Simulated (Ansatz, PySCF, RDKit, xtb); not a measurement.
**SiH4O2: a search for the lowest isomer, part 1 of 2**

Only the formula SiH4O2 is given. Aim: find the structure of lowest free energy at 298.15 K, then its properties.

Plan: many cheap relaxations first (GFN2-xTB), then density-functional screening, relaxation at PBE0-D3(BJ)/def2-SVP, vibrations and a final energy. The numbers are computed, not measured.

## Step 1: Possible bonding patterns

A program enumerates the bonding patterns with one Lewis structure each (two rings at most, one unusual centre or charged pair), with their diastereomers. O–O, O–halogen and N–halogen bonds and N–N–N chains are not drawn. That gives 2 candidates.

```csv
label,SMILES,spin
c836,O[SiH-][OH2+],singlet
c947,O[SiH2]O,singlet
```

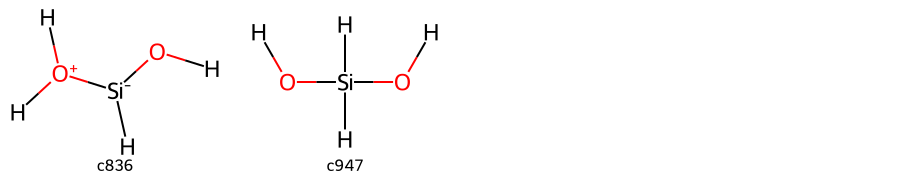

Structural formulas of the candidates.

Candidates are built by distance geometry, with a force field where one applies, in up to four conformers (letters a to d). 6 starts with atoms placed at random are added, to find patterns that the rules miss.

## Step 2: First filter: tight binding

All 8 starts are relaxed the same way. One of them, c177 (atoms placed at random), in full:

start.xyz

```xyz
7
c177
O     -0.223270     0.526930    -0.554290
O     -0.620010     0.463080     1.193580
Si    -0.324680    -0.940270    -1.508030
H     -1.493930    -0.900200    -0.790990
H      0.032480    -1.073770    -0.268370
H     -0.975730    -0.595970     0.642580
H      0.124270     0.834400     1.542980
```

Started as:

```
$ xtb start.xyz --gfn 2 --opt
```

Standard output (excerpt; [...] marks lines left out):

```text
* xtb version 6.7.1
[...]
          :  # basis functions                  22          :
[...]
          :  # electrons                        20          :
[...]
          :  Hamiltonian                  GFN2-xTB          :
[...]
          :  net charge                          0          :
          :  unpaired electrons                  0          :
[...]
   *** convergence criteria satisfied after 13 iterations ***
[...]
   *** GEOMETRY OPTIMIZATION CONVERGED AFTER 48 ITERATIONS ***
[...]
   *** convergence criteria satisfied after 3 iterations ***
[...]
         ::                     SUMMARY                     ::
         :::::::::::::::::::::::::::::::::::::::::::::::::::::
         :: total energy             -11.955460819635 Eh    ::
         :: gradient norm              0.000265621325 Eh/a0 ::
         :: HOMO-LUMO gap              5.353240376946 eV    ::
         ::.................................................::
         :: SCC energy               -12.044174178812 Eh    ::
         :: -> isotropic ES            0.060802430454 Eh    ::
         :: -> anisotropic ES          0.011206737397 Eh    ::
         :: -> anisotropic XC         -0.015919640285 Eh    ::
         :: -> dispersion             -0.002889122414 Eh    ::
         :: repulsion energy           0.088713359177 Eh    ::
         :: add. restraining           0.000000000000 Eh    ::
         :: total charge               0.000000000000 e     ::
         :::::::::::::::::::::::::::::::::::::::::::::::::::::
[...]
        10        2.0000           -0.3980456             -10.8314 (HOMO)
        11                         -0.2013176              -5.4781 (LUMO)
[...]
     #   Z          covCN         q      C6AA      α(0)
     1   8 O        0.771    -0.420    22.116     6.303
     2   8 O        1.841    -0.522    23.328     6.522
     3  14 Si       2.842     0.472   174.934    29.021
     4   1 H        0.921    -0.074     4.720     3.398
     5   1 H        0.920    -0.079     4.871     3.452
     6   1 H        0.805     0.309     0.695     1.309
     7   1 H        0.805     0.313     0.683     1.298
[...]
     #   Z sym  total        # sym  WBO       # sym  WBO       # sym  WBO
 ---------------------------------------------------------------------------
     1   8 O    2.272 --     3 Si   2.166
     2   8 O    2.013 --     6 H    0.906     7 H    0.904     3 Si   0.166
     3  14 Si   4.120 --     1 O    2.166     4 H    0.897     5 H    0.896
                             2 O    0.166
     4   1 H    0.995 --     3 Si   0.897
     5   1 H    0.994 --     3 Si   0.896
     6   1 H    0.905 --     2 O    0.906
     7   1 H    0.902 --     2 O    0.904
 ---------------------------------------------------------------------------
[...]
molecular dipole:
                 x           y           z       tot (Debye)
 q only:       -0.193      -0.198       0.780
   full:       -0.412      -0.506       1.060       3.163
molecular quadrupole (traceless):
[...]
          | TOTAL ENERGY              -11.955460819635 Eh   |
          | GRADIENT NORM               0.000265621325 Eh/α |
          | HOMO-LUMO GAP               5.353240376946 eV   |
           -------------------------------------------------
[...]
```

It took 0.4 s on 1 thread of AMD EPYC (Zen 3), shared host.

## Step 3: What the search left

8 of the 8 relaxations converged; 2 ended on a minimum already found. 6 distinct structures remain:

```
label   start       SMILES after     spin  energy (kcal/mol)        note
c947a   drawn           O[SiH2]O  singlet                0.0            
 c548  random         O.O=[SiH2]  singlet               27.7  fell apart
 c909  random  [OH2].[OH][SiH] ‡  singlet               75.9  fell apart
c836a   drawn  [OH2].[OH][SiH] ‡  singlet               76.8  fell apart
 c002  random  [OH2].[OH][SiH] ‡  singlet               78.4  fell apart
 c513  random  [OH2].[OH][SiH] ‡  singlet               78.4  fell apart
```

‡ marks the bonded skeleton alone, with all bonds drawn single: no Lewis structure was assigned that passes a check against the bond lengths.

## Step 4: Second filter: single points

A choice of the minima (the low ones first, few conformers of a pattern, up to a cap) and the lowest that fell apart get a single point at r2SCAN-D4/def2-SVP on the tight-binding geometry, and one at HF/STO-3G for comparison. The lowest singlets are also tried as triplets at the same geometry (label ending in t). The first, c947a:

input.yaml

```yaml
basis:
  gaussian: {orbitals: def2-SVP}
crystal:
  periodic: [false, false, false]
  atoms:
    - {symbol: O, position_ang: [-0.088936, -1.421191, 0.818039]}
    - {symbol: O, position_ang: [2.082324, -0.103413, 1.784509]}
    - {symbol: Si, position_ang: [1.392555, -0.826965, 0.499712]}
    - {symbol: H, position_ang: [-0.235358, -2.079376, 1.491737]}
    - {symbol: H, position_ang: [2.370493, -1.866817, 0.225720]}
    - {symbol: H, position_ang: [1.077114, 0.105634, -0.569772]}
    - {symbol: H, position_ang: [1.674149, 0.640003, 2.219810]}
hamiltonian: {xc: {name: r2SCAN}, dispersion: d4}
scf: {lower_state_search: "off"}
```

Started as:

```
$ ansatz run input.yaml --threads 1 --pin off --max-ram 2610MiB --events-out events.jsonl --progress --plain --runs-dir runs
```

Standard output:

```text
Warning: RAYON_NUM_THREADS=1 ignored (pool sized by the plan → 1); use --threads N
Functional definition: r2SCAN
  name "r2SCAN"
  parameter k0 = 0.174
  parameter k1 = 0.065
  parameter a1 = 4.9479
  exchange = r2scan_x(k0 = k0, k1 = k1, a1 = a1)
  correlation = r2scan_c
these checks for a lower state are left out or cut short: stability, starts, cluster_reference, orbital_swaps, neighbouring_geometries, increment
714 factors; their error is unknown
mean field evaluation 1: about -12022.7450 eV, gradient 6.7e1 eV
mean field evaluation 2: about -12006.7526 eV, gradient 1.1e2 eV
mean field evaluation 4: about -12030.3683 eV, gradient 1.7e0 eV
mean field evaluation 8: about -12030.3347 eV, gradient 2.2e-2 eV
mean field -12030.33466105 eV, -442.1066443398 hartree, gradient 3.4e-6 eV, S^2 0.000000; 0 other end points of the search recorded, 0 dependent functions left out
reference -12030.33466935 eV, -442.1066446449 hartree; 17, 17 occupied and 49, 49 virtual orbitals, 714 factors
Total energy: -12030.35620059 eV, -442.1074359034 hartree
Checks for a lower state left out: stability, starts, cluster_reference, orbital_swaps, neighbouring_geometries, increment
```

It took 3 s on 1 thread of AMD EPYC (Zen 3), shared host.

Relative energies in kcal/mol, each column from its lowest structure that stays in one piece:

```csv
label,SMILES,spin,GFN2-xTB,HF/STO-3G,r2SCAN-D4/def2-SVP
c947a,O[SiH2]O,singlet,0.0,0.0,0.0
c548,O.O=[SiH2],singlet,27.7,85.1,52.0
c947at,O[SiH2]O,triplet,–,–,181.2
```

## Step 5: Relaxing the best candidates

2 candidates are relaxed at PBE0-D3(BJ)/def2-SVP (chosen among the lowest in one piece, with other spins of them). The first, c947a:

Changes to input.yaml since step 4:

```diff
@@ -1,3 +1 @@
-basis:
-  gaussian: {orbitals: def2-SVP}
 crystal:
@@ -12,3 +10,6 @@
     - {symbol: H, position_ang: [1.674149, 0.640003, 2.219810]}
-hamiltonian: {xc: {name: r2SCAN}, dispersion: d4}
+basis:
+  gaussian: {orbitals: def2-SVP}
+hamiltonian: {xc: pbe0, dispersion: d3bj}
 scf: {lower_state_search: "off"}
+relax: {f_tol: 0.003}
```

Started as:

```
$ ansatz run input.yaml --threads 1 --pin off --max-ram 2610MiB --events-out events.jsonl --progress --plain --runs-dir runs
```

Standard output (excerpt; [...] marks lines left out):

```text
Warning: RAYON_NUM_THREADS=1 ignored (pool sized by the plan → 1); use --threads N
[...]
Functional definition: PBE0
  name "PBE0"
[...]
667 factors; integrals over basis functions are off by at most 3.7e-4 eV
[...]
mean field -12025.35884427 eV, -441.9237864461 hartree, gradient 2.9e-6 eV, S^2 0.000000; 0 other end points of the search recorded, 0 dependent functions left out
[...]
reference -12025.35886560 eV, -441.9237872299 hartree; 17, 17 occupied and 49, 49 virtual orbitals, 667 factors
relax step   1: F+E_penalty+E_count = -12025.44149760 eV  Δ(F+E_penalty+E_count) = +0.000e0 eV  max|allowed force component| = 1.061e0 eV/Å  Δτ_max = 0.0000 Å  (12 SCF iters, accepted)
[...]
relax step   7: F+E_penalty+E_count = -12025.54348640 eV  Δ(F+E_penalty+E_count) = -7.728e-5 eV  max|allowed force component| = 5.338e-3 eV/Å  Δτ_max = 0.0045 Å  (14 SCF iters, accepted)
[...]
relax step   8: F+E_penalty+E_count = -12025.54348760 eV  Δ(F+E_penalty+E_count) = -1.201e-6 eV  max|allowed force component| = 5.412e-4 eV/Å  Δτ_max = 0.0009 Å  (12 SCF iters, accepted)
Total energy: -12025.54350865 eV, -441.9305727366 hartree
Atom 0 at    -0.141719    -1.419843     0.855251 Å, force    -0.000234    -0.000541     0.000145 eV/Å
Atom 1 at     2.081946    -0.098353     1.849463 Å, force     0.000077     0.000539     0.000207 eV/Å
Atom 2 at     1.374853    -0.824236     0.533694 Å, force     0.000102     0.000022    -0.000300 eV/Å
Atom 3 at    -0.191702    -2.155392     1.472990 Å, force    -0.000043     0.000217    -0.000337 eV/Å
Atom 4 at     2.323109    -1.910096     0.166791 Å, force    -0.000062    -0.000131     0.000237 eV/Å
Atom 5 at     1.155557     0.144313    -0.573883 Å, force    -0.000120     0.000143     0.000186 eV/Å
Atom 6 at     1.670298     0.711482     2.165448 Å, force     0.000280    -0.000250    -0.000139 eV/Å
Dipole moment:    -0.096739     0.015563     0.195673 e Å
Checks for a lower state left out: stability, starts, cluster_reference, orbital_swaps, neighbouring_geometries, increment
```

It took 24 s on 1 thread of AMD EPYC (Zen 3), shared host.

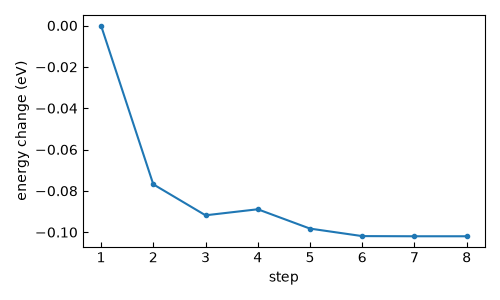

Energy along the run, all evaluated steps.

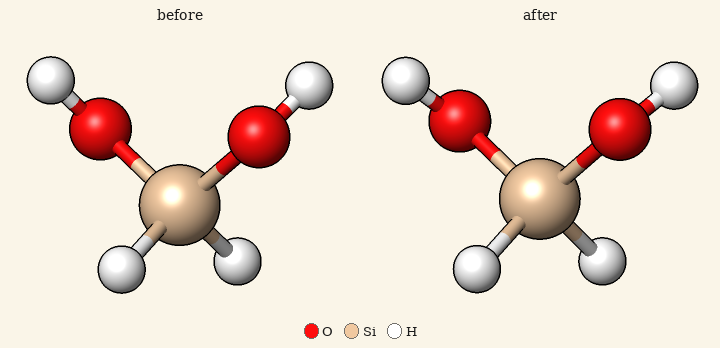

Before and after, at one scale.

After the run. Bond lengths: O1–Si3 1.661 Å, O2–Si3 1.661 Å, O1–H4 0.962 Å, Si3–H5 1.488 Å, Si3–H6 1.488 Å, O2–H7 0.962 Å. Angles: O1–Si3–O2 113.1°, O1–Si3–H5 111.6°, O1–Si3–H6 104.1°, O2–Si3–H5 104.1°, O2–Si3–H6 111.6°, Si3–O1–H4 116.5°, Si3–O2–H7 116.5°, H5–Si3–H6 112.7°.

## Step 6: The relaxed candidates

```csv
label,spin,r2SCAN-D4/def2-SVP (kcal/mol),"PBE0-D3(BJ)/def2-SVP, relaxed (kcal/mol)",time,note
c947a,singlet,0.0,0.0,24 s,
c947at,triplet,181.2,118.6,6.2 min,fell apart ([H].[O][SiH2]O)
```

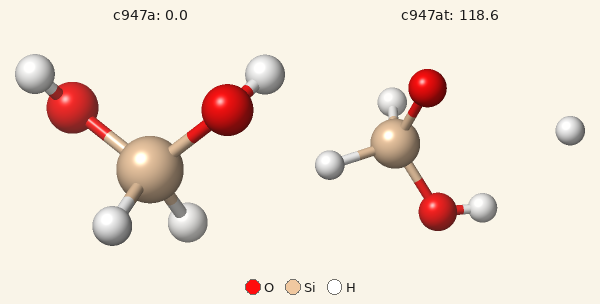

The relaxed structures, with energies at PBE0-D3(BJ)/def2-SVP in kcal/mol.

## Step 7: Vibrations and thermal terms

The lowest few in one piece go on as finalists (c947at drops out). Harmonic vibrations at PBE0-D3(BJ)/def2-SVP test each finalist and give the zero-point energy and the thermal terms. The first, c947a:

input.yaml

```yaml
crystal:
  periodic: [false, false, false]
  atoms:
    - {symbol: O, position_ang: [-0.141719, -1.419843, 0.855251]}
    - {symbol: O, position_ang: [2.081946, -0.098353, 1.849463]}
    - {symbol: Si, position_ang: [1.374853, -0.824236, 0.533694]}
    - {symbol: H, position_ang: [-0.191702, -2.155392, 1.472990]}
    - {symbol: H, position_ang: [2.323109, -1.910096, 0.166791]}
    - {symbol: H, position_ang: [1.155557, 0.144313, -0.573883]}
    - {symbol: H, position_ang: [1.670298, 0.711482, 2.165448]}
basis:
  gaussian:
    orbitals: def2-SVP
hamiltonian:
  xc: pbe0
  dispersion: d3bj
scf:
  lower_state_search: off
phonons: {}
```

Started as:

```
$ ansatz run input.yaml --threads 1 --pin off --max-ram 2610MiB --events-out events.jsonl --progress --plain --runs-dir runs
```

Standard output (excerpt; [...] marks lines left out):

```text
Warning: RAYON_NUM_THREADS=1 ignored (pool sized by the plan → 1); use --threads N
[... 2 set-up lines as earlier in the session ...]
[...]
671 factors; integrals over basis functions are off by at most 2.9e-4 eV
[...]
mean field -12025.46127073 eV, -441.9275505487 hartree, gradient 2.6e-6 eV, S^2 0.000000; 0 other end points of the search recorded, 0 dependent functions left out
[...]
reference -12025.46129178 eV, -441.9275513226 hartree; 17, 17 occupied and 49, 49 virtual orbitals, 671 factors
[...]
671 factors; integrals over basis functions are off by at most 2.9e-4 eV
[...]
mean field -12025.46117828 eV, -441.9275471515 hartree, gradient 2.5e-6 eV, S^2 0.000000; 0 other end points of the search recorded, 0 dependent functions left out
[...]
reference -12025.46119934 eV, -441.9275479255 hartree; 17, 17 occupied and 49, 49 virtual orbitals, 671 factors
[...]
Total energy: -12025.54350803 eV, -441.9305727141 hartree
Atom 0 at    -0.141719    -1.419843     0.855251 Å, force    -0.000249    -0.000521     0.000124 eV/Å
Atom 1 at     2.081946    -0.098353     1.849463 Å, force     0.000093     0.000557     0.000236 eV/Å
Atom 2 at     1.374853    -0.824236     0.533694 Å, force     0.000102     0.000017    -0.000333 eV/Å
Atom 3 at    -0.191702    -2.155392     1.472990 Å, force    -0.000042     0.000197    -0.000319 eV/Å
Atom 4 at     2.323109    -1.910096     0.166791 Å, force    -0.000059    -0.000128     0.000245 eV/Å
Atom 5 at     1.155557     0.144313    -0.573883 Å, force    -0.000127     0.000138     0.000191 eV/Å
Atom 6 at     1.670298     0.711482     2.165448 Å, force     0.000282    -0.000260    -0.000145 eV/Å
Dipole moment:    -0.096738     0.015564     0.195672 e Å
Vibrations: 245.40 301.01 371.66 615.07 744.91 823.22 867.07 879.09 923.28 958.46 983.14 2267.63 2268.73 3928.93 3930.99 cm⁻¹, zero-point energy 1.246574 eV
Checks for a lower state left out: stability, starts, cluster_reference, orbital_swaps, neighbouring_geometries, increment
```

Wall time 1.9 min (1 thread of AMD EPYC (Zen 3), shared host).

## Step 8: Zero-point energy and free-energy terms

At 298.15 K and 1 atm, ideal gas, rigid rotor and harmonic oscillator:

```
label    SMILES     spin  point group  lowest mode (cm⁻¹)  zero-point (kcal/mol)  G − E (kcal/mol)
c947a  O[SiH2]O  singlet           C2                 245                   28.7              12.1
```

Chiral structures get −RT ln 2 for their mirror image.

## Step 9: Energies at the top level

Each finalist gets a single point at CCSD(T)/def2-TZVPP.

c947a, CCSD(T)/def2-TZVPP:

input.yaml

```yaml
basis:
  gaussian:
    orbitals: def2-TZVPP
crystal:
  periodic: [false, false, false]
  atoms:
    - symbol: O
      position_ang: [-0.141719, -1.419843, 0.855251]
    - symbol: O
      position_ang: [2.081946, -0.098353, 1.849463]
    - symbol: Si
      position_ang: [1.374853, -0.824236, 0.533694]
    - symbol: H
      position_ang: [-0.191702, -2.155392, 1.472990]
    - symbol: H
      position_ang: [2.323109, -1.910096, 0.166791]
    - symbol: H
      position_ang: [1.155557, 0.144313, -0.573883]
    - symbol: H
      position_ang: [1.670298, 0.711482, 2.165448]
magnetization:
  spin_polarized: false
correlation:
  method: ccsd_t
  frozen_orbitals: {H: 0, O: 1, Si: 5}
```

Started as:

```
$ ansatz run input.yaml --threads 1 --pin off --max-ram 2610MiB --events-out events.jsonl --progress --plain --runs-dir runs
```

Standard output (excerpt; [...] marks lines left out):

```text
Warning: RAYON_NUM_THREADS=1 ignored (pool sized by the plan → 1); use --threads N
Functional definition: HF
  name "HF"
[...]
955 factors; integrals over basis functions are off by at most 7.1e-4 eV
[...]
mean field -12004.88425917 eV, -441.1713593216 hartree, gradient 1.6e-6 eV, S^2 0.000000; 0 other end points of the search recorded, 0 dependent functions left out
7 core orbitals not correlated: weight in the atoms' cores, before any rotation towards them, 1.000 or more for the frozen orbitals, at most 0.000 for the correlated occupied ones
reference -12004.88425917 eV, -441.1713593216 hartree; 10, 10 occupied and 143, 143 virtual orbitals, 955 factors
second order -16.63749896 eV of doubles, -0.00000000 eV of singles
cycle   1  -16.70268394 eV  change   -6.5e-2 eV  update   8.4e-2
[...]
cycle   9  -17.16190631 eV  change   -4.2e-6 eV  update   1.1e-5
perturbative correction -0.56696967 eV, -0.0208357510 hartree
Total energy: -12022.61313514 eV, -441.8228834966 hartree
```

Run time: 84 s. Hardware: 1 thread of AMD EPYC (Zen 3), shared host; peak memory 1.2 GiB.

## Step 10: Free energies and the winner

Energies in kcal/mol from c947a; G adds the thermal terms to the CCSD(T)/def2-TZVPP energy. The columns left of the relaxed level are at the tight-binding geometries.

```
label    SMILES     spin  GFN2-xTB  HF/STO-3G  r2SCAN-D4/def2-SVP  PBE0-D3(BJ)/def2-SVP  HF/def2-TZVPP  MP2/def2-TZVPP  CCSD(T)/def2-TZVPP    G  share at equilibrium     T1
c947a  O[SiH2]O  singlet       0.0        0.0                 0.0                   0.0            0.0             0.0                 0.0  0.0               100.0 %  0.012
```

Lowest found: c947a, `O[SiH2]O`, a singlet of point group C2. Bond lengths: O1–Si3 1.661 Å, O2–Si3 1.661 Å, O1–H4 0.962 Å, Si3–H5 1.488 Å, Si3–H6 1.488 Å, O2–H7 0.962 Å. Angles: O1–Si3–O2 113.1°, O1–Si3–H5 111.6°, O1–Si3–H6 104.1°, O2–Si3–H5 104.1°, O2–Si3–H6 111.6°, Si3–O1–H4 116.5°, Si3–O2–H7 116.5°, H5–Si3–H6 112.7°.

```xyz
7

O    -0.1417   -1.4198    0.8553
O     2.0819   -0.0984    1.8495
Si    1.3749   -0.8242    0.5337
H    -0.1917   -2.1554    1.4730
H     2.3231   -1.9101    0.1668
H     1.1556    0.1443   -0.5739
H     1.6703    0.7115    2.1654
```

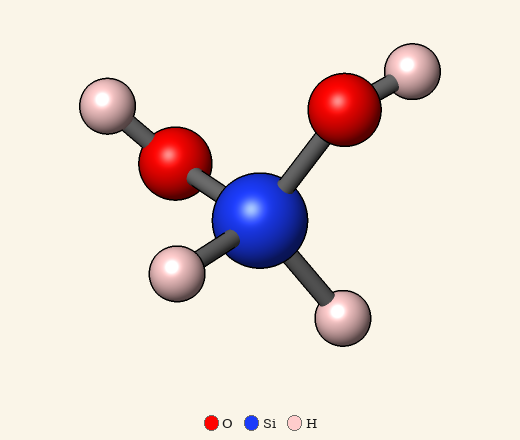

The lowest structure found, seen from a chosen angle (oxygen red, silicon blue, hydrogen pink).

## Step 11: Density, orbitals and dipole (PBE0/def2-TZVPD)

input.yaml

```yaml
crystal:
  periodic: [false, false, false]
  atoms:
    - {symbol: O, position_ang: [-0.141719, -1.419843, 0.855251]}
    - {symbol: O, position_ang: [2.081946, -0.098353, 1.849463]}
    - {symbol: Si, position_ang: [1.374853, -0.824236, 0.533694]}
    - {symbol: H, position_ang: [-0.191702, -2.155392, 1.472990]}
    - {symbol: H, position_ang: [2.323109, -1.910096, 0.166791]}
    - {symbol: H, position_ang: [1.155557, 0.144313, -0.573883]}
    - {symbol: H, position_ang: [1.670298, 0.711482, 2.165448]}
basis:
  gaussian: {orbitals: def2-TZVPD}
hamiltonian: {xc: {name: PBE0}}
output: {forces: true, orbitals: {seedname: orbitals}}
```

Started as:

```
$ ansatz run input.yaml --threads 1 --pin off --max-ram 2610MiB --events-out events.jsonl --progress --plain --runs-dir runs
```

Standard output (excerpt; [...] marks lines left out):

```text
Warning: RAYON_NUM_THREADS=1 ignored (pool sized by the plan → 1); use --threads N
[... 2 set-up lines as earlier in the session ...]
[...]
868 factors; their error is unknown
[...]
mean field -12033.77792739 eV, -442.2331820438 hartree, gradient 3.8e-5 eV, S^2 0.000000; 0 other end points of the search recorded, 0 dependent functions left out
[...]
reference -12033.77796595 eV, -442.2331834609 hartree; 17, 17 occupied and 142, 142 virtual orbitals, 868 factors
Total energy: -12033.77796595 eV, -442.2331834609 hartree
Atom 0 at    -0.141719    -1.419843     0.855251 Å, force     0.496917     0.070358    -0.018560 eV/Å
Atom 1 at     2.081946    -0.098353     1.849463 Å, force    -0.292452    -0.103255    -0.394974 eV/Å
Atom 2 at     1.374853    -0.824236     0.533694 Å, force    -0.171165     0.027582     0.346096 eV/Å
Atom 3 at    -0.191702    -2.155392     1.472990 Å, force    -0.014331     0.106906    -0.084605 eV/Å
Atom 4 at     2.323109    -1.910096     0.166791 Å, force    -0.092455     0.090743     0.058258 eV/Å
Atom 5 at     1.155557     0.144313    -0.573883 Å, force     0.004579    -0.076621     0.119547 eV/Å
Atom 6 at     1.670298     0.711482     2.165448 Å, force     0.068908    -0.115712    -0.025762 eV/Å
Dipole moment:    -0.074787     0.012031     0.151273 e Å
```

Wall time 12 s (1 thread of AMD EPYC (Zen 3), shared host).

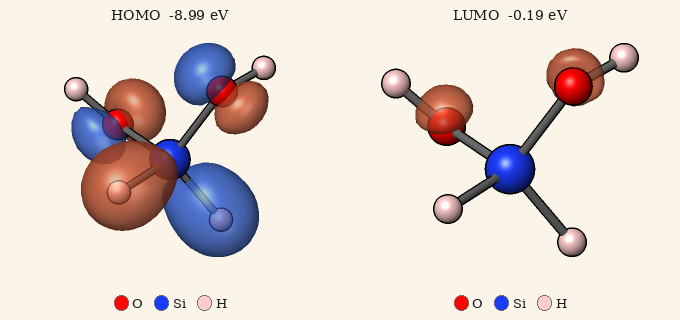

Frontier orbitals of this run, surfaces at ±0.2 Å^-3/2.

(Continued in part 2 of 2.)
